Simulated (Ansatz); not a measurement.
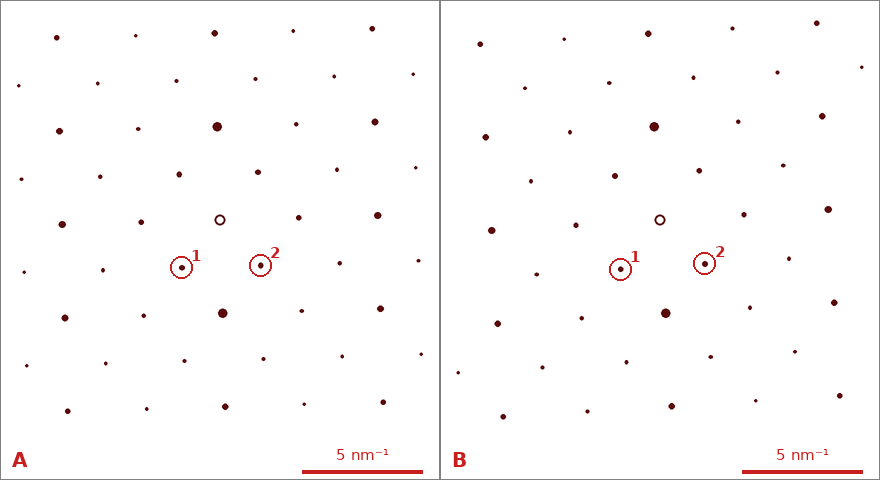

Kinematic electron diffraction patterns (200 kV, B = 0.5 Å², same scale) along [010] of the run's own cell, for the start and the end of one relaxation of Y3N with Ansatz, DFT PBE, scalar-relativistic, plane waves, PAW. k mesh 16×16×16. The start is a generated model structure, and the relaxation ends in the nearest stationary point of its symmetry, not necessarily the ground state. Spot 1 is -1 0 0 and spot 2 is -1 0 1 in both.

Start structure:

```
CELL_PARAMETERS angstrom
-2.13997 2.13997 4.78020
2.13997 -2.13997 4.78020
2.13997 2.13997 -4.78020
ATOMIC_POSITIONS crystal
Y 0.50000 0.50000 0.00000
Y 0.25000 0.75000 0.50000
Y 0.75000 0.25000 0.50000
N 0.00000 0.00000 0.00000
```

Question: Which pattern belongs to the start structure, and which to the relaxed one?

Answer: A is the start: its cell gives d(1) = 3.906 Å, d(2) = 3.906 Å and an angle of 80.4°. B is the relaxed structure, with d(1) = 3.798 Å (-2.8 %), d(2) = 3.798 Å (-2.8 %) and 84.2°.

Question: Summarise the relaxation behind the change.

Answer: The volume changed by +9.5 % to 23.98 Å³ an atom; the fractional coordinates hardly changed; the space group stayed I4/mmm (No. 139); the free energy fell by 74 meV an atom. Relaxed cell: a = 6.616 Å, b = 6.616 Å, c = 6.616 Å, α = 144.76°, β = 144.76°, γ = 50.70°.
